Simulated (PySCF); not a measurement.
# C4H8ClFO2S (SMILES CC[C@](C)(F)S(=O)(=O)Cl): what the fields show

```xyz
17

C     1.7822    0.2132    0.5469
C     1.0250    0.1702   -0.7737
C    -0.4321   -0.2034   -0.6120
C    -0.7809   -1.4768    0.1041
F    -1.0548   -0.1351   -1.8297
S    -1.2367    1.1855    0.3308
O    -0.8996    2.4459   -0.2424
O    -1.0507    1.0071    1.7367
Cl   -3.2060    0.8630   -0.0305
H     1.8527   -0.7751    0.9939
H     1.2887    0.8797    1.2485
H     2.7905    0.5807    0.3743
H     1.0511    1.1545   -1.2474
H     1.4900   -0.5457   -1.4584
H    -1.8382   -1.6919   -0.0414
H    -0.1960   -2.3130   -0.2759
H    -0.5921   -1.3469    1.1663
```

Geometry: GFN2-xTB.

All numbers below come from PySCF, PBE0/pcSseg-1, SCF density, gas phase, non-relativistic.

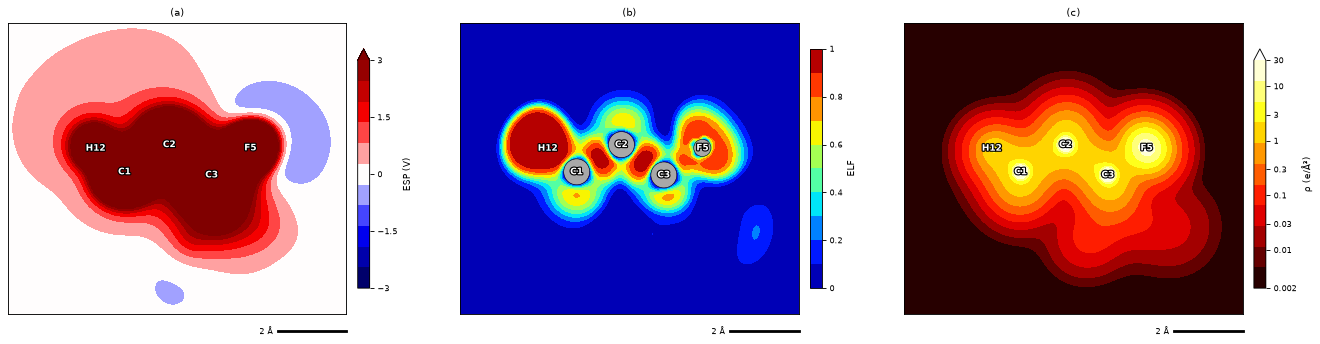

Figure 1. (a) electrostatic potential; (b) electron localisation function; (c) electron density on the plane of atoms C1, C2 and C3. Grey discs cover the atomic cores in the ELF map.

What does the map show?

The section cuts through C, F and H sites.
C–F (1.37 Å): ρ at the midpoint is about 2.2 e/Å³, with its minimum of 1.7 e/Å³ about 0.5 Å from C; the ELF peaks at about 0.85 between the atoms (a polar covalent bond).
C–C (1.52 Å): the density is about 1.6 e/Å³ at the midpoint; the ELF peaks at about 0.95 between the atoms: a shared electron pair.
C–H (1.09 Å): ρ at the midpoint is about 2 e/Å³; the ELF climbs to about 1 towards the hydrogen, as it does in any bond to H: a covalent bond by its length.
The ELF also peaks beside F5, away from the bonds: lone-pair regions.
Outside the dense part of the molecule the potential is most negative (−0.6 V) near F5.

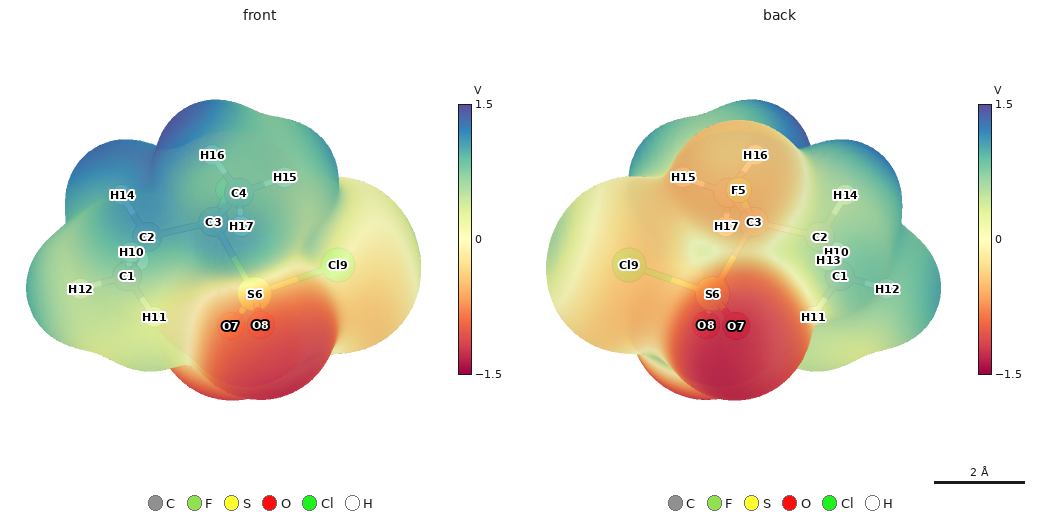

Figure 2. The electrostatic potential painted on the density surface at 0.002 e/bohr³, seen from the front and from behind; red is negative and blue positive.

Where is the surface potential most negative and most positive?

The most negative region (about −1.3 V) lies over O7 and O8, the most positive (about +1.4 V) over H16. Cl9 shows a σ-hole: about +0.6 V at the tip opposite its bond, against about −0.1 V on its flanks.

How polar is the molecule by this calculation?

Its dipole moment is 4.16 D.
